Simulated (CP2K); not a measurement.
**CF+ (SMILES [C+]F): revPBE-D3(BJ)/TZV2P-MOLOPT-PBE-GTH (core potential)**

Aim: the vertical ionisation energy of CF+ at revPBE-D3(BJ)/TZV2P-MOLOPT-PBE-GTH (core potential), from 2 runs. 

Program for the calculation: CP2K 2026.2.

5 further runs of the same task are left out: 2 that didn't finish, 3 set aside as unsound or not needed.

**1. Starting point**

CF+: 2 atoms, total charge +1, spin state singlet. SMILES: `[C+]F`. Geometry: relaxed at PBE0-D4/def2-TZVP.

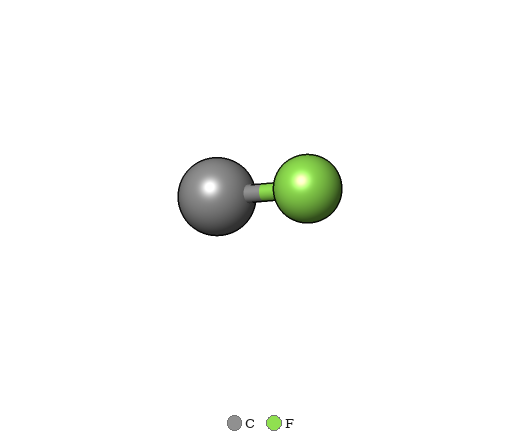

The structure, seen from a chosen angle (carbon grey, fluorine green).

**2. The energy at revPBE-D3(BJ)/TZV2P-MOLOPT-PBE-GTH (core potential)**

The input, molecule.xyz:

```xyz
2

C      0.492270    -0.160830     0.253170
F     -0.492270     0.160830    -0.253170
```

The input, molecule.inp:

```
&GLOBAL
    PROJECT_NAME molecule
    RUN_TYPE ENERGY
    PRINT_LEVEL MEDIUM
&END

&FORCE_EVAL
    METHOD Quickstep
    &DFT
        BASIS_SET_FILE_NAME BASIS_MOLOPT_UZH
        POTENTIAL_FILE_NAME POTENTIAL_UZH
        CHARGE 1
        &QS
            METHOD GPW
            EPS_DEFAULT 1.0E-10
        &END
        &MGRID
            CUTOFF 400
            REL_CUTOFF 50
            NGRIDS 4
        &END
        &POISSON
            PERIODIC NONE
            POISSON_SOLVER MULTIPOLE
        &END
        &SCF
            SCF_GUESS ATOMIC
            EPS_SCF 1.0E-06
            MAX_SCF 50
            &OT
                MINIMIZER DIIS
                PRECONDITIONER FULL_SINGLE_INVERSE
            &END
            &OUTER_SCF
                EPS_SCF 1.0E-06
                MAX_SCF 8
            &END
        &END
        # exchange and correlation
        &XC
            &XC_FUNCTIONAL
                &PBE
                    PARAMETRIZATION REVPBE
                &END
            &END
            &VDW_POTENTIAL
                POTENTIAL_TYPE PAIR_POTENTIAL
                &PAIR_POTENTIAL
                    TYPE DFTD3(BJ)
                    PARAMETER_FILE_NAME dftd3.dat
                    REFERENCE_FUNCTIONAL revPBE
                    R_CUTOFF 15
                &END
            &END
        &END
        &PRINT
            &MOMENTS
                PERIODIC F
                REFERENCE COM
                MAX_MOMENT 1
            &END
            &MO_CUBES
                NLUMO 3
                NHOMO -1
                WRITE_CUBE F
            &END
            &HIRSHFELD OFF
            &END
        &END
    &END
    &SUBSYS
        # box in angstrom
        &CELL
            ABC 8 7.3 7.5
            PERIODIC NONE
        &END
        &TOPOLOGY
            COORD_FILE_NAME molecule.xyz
            COORD_FILE_FORMAT XYZ
            &CENTER_COORDINATES
            &END
        &END
        &KIND C
            BASIS_SET TZV2P-MOLOPT-PBE-GTH-q4
            POTENTIAL GTH-PBE-q4
        &END
        &KIND F
            BASIS_SET TZV2P-MOLOPT-PBE-GTH-q7
            POTENTIAL GTH-PBE-q7
        &END
    &END
&END
```

The run is started by

```console
OMP_NUM_THREADS=1 cp2k.psmp molecule.inp > molecule.out
```

Log:

```text
CP2K| version string:                                       CP2K version 2026.2
[...]
 GLOBAL| Method name                                                        CP2K
[...]
 GLOBAL| Run type                                                         ENERGY
[...]
 DFT| Spin restricted Kohn-Sham (RKS) calculation                            RKS
 DFT| Multiplicity                                                             1
[...]
 DFT| Charge                                                                   1
[...]
 FUNCTIONAL| PBE:
[...]
 QS| Method:                                                                 GPW
[...]
 QS| Density cutoff [a.u.]:                                                200.0
[...]
 QS| Relative density cutoff [a.u.]:                                        25.0
[...]
                             - Atoms:                                          2
[...]
                             - Spherical basis functions:                     58
[...]
 Number of electrons:                                                         10
[...]
     1 OT DIIS     0.80E-01    1.1     0.36493919       -27.3197310905 -2.73E+01
[...]
    32 OT DIIS     0.80E-01    1.5     0.00000082       -29.4444484446 -8.60E-11
  *** SCF run converged in    32 steps ***
[...]
  Overlap energy of the core charge distribution:               0.00000070891253
  Self energy of the core charge distribution:                -77.68499600004887
  Core Hamiltonian energy:                                     21.38674277274661
  Hartree energy:                                              32.77277886906401
  Exchange-correlation energy:                                 -5.91812024995791
  Dispersion energy:                                           -0.00085454526884
  Total energy:                                               -29.44444844455247
[...]
                     Mulliken Population Analysis
 #  Atom  Element  Kind  Atomic population                           Net charge
       1     C        1          3.094218                              0.905782
       2     F        2          6.905782                              0.094218
 # Total charge                             10.000000                  1.000000
[...]
  Dipole moment [Debye]
    X=  0.7269901E+00 Y= -0.2355678E+00 Z=  0.3718333E+00  Total=      0.8498628
[...]
 HOMO - LUMO gap [eV] :    6.240801
 ENERGY| Total FORCE_EVAL ( QS ) energy [hartree]            -29.444448444552474
[...]
```

It took 54 s on 1 thread of Intel Xeon at 2.70GHz, shared host; peak memory 0.5 GiB.

**3. Doublet [CF]2+ at the same level**

The input, calc.inp:

```
&GLOBAL
  PROJECT_NAME calc
  RUN_TYPE ENERGY
  PRINT_LEVEL MEDIUM
&END GLOBAL
&FORCE_EVAL
  METHOD Quickstep
  &DFT
    BASIS_SET_FILE_NAME BASIS_MOLOPT_UZH
    POTENTIAL_FILE_NAME POTENTIAL_UZH
    CHARGE 2
    MULTIPLICITY 2
    UKS T
    ! Quickstep
    &QS
      METHOD GPW
      EPS_DEFAULT 1.0E-10
    &END QS
    ! real-space grids
    &MGRID
      CUTOFF 400
      REL_CUTOFF 50
      NGRIDS 4
    &END MGRID
    &POISSON
      PERIODIC NONE
      POISSON_SOLVER MULTIPOLE
    &END POISSON
    ! SCF settings
    &SCF
      SCF_GUESS ATOMIC
      EPS_SCF 1.0E-05
      MAX_SCF 40
      &OT
        MINIMIZER DIIS
        PRECONDITIONER FULL_ALL
      &END OT
      &OUTER_SCF
        EPS_SCF 1.0E-05
        MAX_SCF 2
      &END OUTER_SCF
    &END SCF
    ! exchange and correlation
    &XC
      &XC_FUNCTIONAL
        &PBE
          PARAMETRIZATION REVPBE
        &END PBE
      &END XC_FUNCTIONAL
      &VDW_POTENTIAL
        POTENTIAL_TYPE PAIR_POTENTIAL
        &PAIR_POTENTIAL
          TYPE DFTD3(BJ)
          PARAMETER_FILE_NAME dftd3.dat
          REFERENCE_FUNCTIONAL revPBE
          R_CUTOFF 15
        &END PAIR_POTENTIAL
      &END VDW_POTENTIAL
    &END XC
    ! extra output
    &PRINT
      &MOMENTS
        PERIODIC F
        REFERENCE COM
        MAX_MOMENT 1
      &END MOMENTS
      &MO_CUBES
        NLUMO 2
        NHOMO -1
        WRITE_CUBE F
      &END MO_CUBES
      &HIRSHFELD OFF
      &END HIRSHFELD
    &END PRINT
  &END DFT
  &SUBSYS
    &CELL
      ABC 8 7.3 7.5
      PERIODIC NONE
    &END CELL
    &COORD
      C      0.492270    -0.160830     0.253170
      F     -0.492270     0.160830    -0.253170
    &END COORD
    &TOPOLOGY
      &CENTER_COORDINATES
      &END CENTER_COORDINATES
    &END TOPOLOGY
    &KIND C
      BASIS_SET TZV2P-MOLOPT-PBE-GTH-q4
      POTENTIAL GTH-PBE-q4
    &END KIND
    &KIND F
      BASIS_SET TZV2P-MOLOPT-PBE-GTH-q7
      POTENTIAL GTH-PBE-q7
    &END KIND
  &END SUBSYS
&END FORCE_EVAL
```

The run is started by

```console
OMP_NUM_THREADS=1 cp2k.psmp calc.inp > calc.out
```

Log:

```text
CP2K| version string:                                       CP2K version 2026.2
[...]
 GLOBAL| Method name                                                        CP2K
[...]
 GLOBAL| Run type                                                         ENERGY
[...]
 DFT| Spin unrestricted (spin-polarized) Kohn-Sham calculation               UKS
 DFT| Multiplicity                                                             2
[...]
 DFT| Charge                                                                   2
[...]
 FUNCTIONAL| PBE:
[...]
 QS| Method:                                                                 GPW
[...]
 QS| Density cutoff [a.u.]:                                                200.0
[...]
 QS| Relative density cutoff [a.u.]:                                        25.0
[...]
                             - Atoms:                                          2
[...]
                             - Spherical basis functions:                     58
[...]
 Number of electrons:                                                          5
[...]
     1 OT DIIS     0.15E+00    2.5     0.21815198       -26.1612054761 -2.62E+01
[...]
    26 OT DIIS     0.15E+00    3.6     0.00000872       -28.5094013436 -2.01E-08
  *** SCF run converged in    26 steps ***
[...]
  Overlap energy of the core charge distribution:               0.00000070891253
  Self energy of the core charge distribution:                -77.68499600004887
  Core Hamiltonian energy:                                     20.60242364941898
  Hartree energy:                                              34.09381452011886
  Exchange-correlation energy:                                 -5.51978967672127
  Dispersion energy:                                           -0.00085454526884
  Total energy:                                               -28.50940134358860
[...]
                     Mulliken Population Analysis
 #  Atom  Element  Kind  Atomic population (alpha,beta) Net charge  Spin moment
       1     C        1         1.780738     0.686622     1.532641     1.094116
       2     F        2         3.219262     3.313378     0.467359    -0.094116
 # Total charge and spin        5.000000     4.000000     2.000000     1.000000
[...]
  Dipole moment [Debye]
    X=  0.3460652E+01 Y= -0.1131207E+01 Z=  0.1780377E+01  Total=      4.0528368
[...]
 WARNING : did not converge in ot_eigensolver
 number of iterations          299  exceeded maximum
 current gradient / target gradient   1.9984269272361831E-005  /    1.0000000000000001E-005
[...]
 HOMO - LUMO gap [eV] :    6.906097
 ENERGY| Total FORCE_EVAL ( QS ) energy [hartree]            -28.509401343588600
[...]
```

Wall time 1.8 min (1 thread of Intel Xeon at 2.70GHz, shared host); peak memory 0.59 GiB.

**4. What came out**

At revPBE-D3(BJ)/TZV2P-MOLOPT-PBE-GTH (core potential):

```
                                            quantity         value
                           singlet CF+: total energy  -29.44445 Eh
                            singlet CF+: HOMO energy     -20.06 eV
                            singlet CF+: LUMO energy     -13.82 eV
                          singlet CF+: HOMO–LUMO gap       6.24 eV
                      singlet CF+: dispersion energy  -2.24 kJ/mol
                        doublet [CF]2+: total energy  -28.50940 Eh
  doublet [CF]2+: HOMO energy (highest over α and β)     -35.10 eV
   doublet [CF]2+: LUMO energy (lowest over α and β)     -29.65 eV
                   doublet [CF]2+: dispersion energy  -2.24 kJ/mol
                                doublet [CF]2+: ⟨S²⟩         0.766
vertical ionisation energy (to the doublet dication)     25.444 eV
```

In words: Removing an electron at fixed nuclei costs 25.44 eV (2455 kJ/mol). The negative HOMO energy of the first species, 20.06 eV, lies 5.39 eV below that difference.
